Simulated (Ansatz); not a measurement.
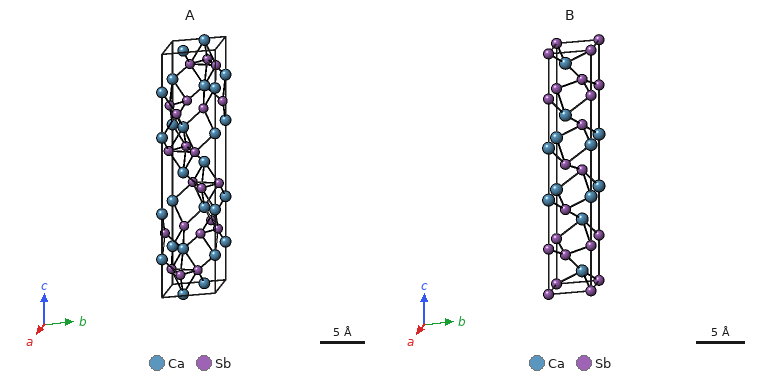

Two structures of Ca$_{2}$Sb$_{3}$, each relaxed to rest (conventional cells in solid outline, small ones repeated, not to one scale). Method: DFT PBE, scalar-relativistic, plane waves, PAW (Ansatz 0.2.0), without spin polarisation.

> Name structures A and B.

A: 30 atoms a cell on a rhombohedral (trigonal R) lattice, R-3c. B: 15 atoms a cell on a rhombohedral (trigonal R) lattice, R-3m.

> Which structure is more stable?

B is lower, by 60 meV/atom at this level of theory (energies at zero smearing). Volumes: A 35.1, B 33.7 Å³/atom.

One or both may be structure types tried for this composition rather than known phases.
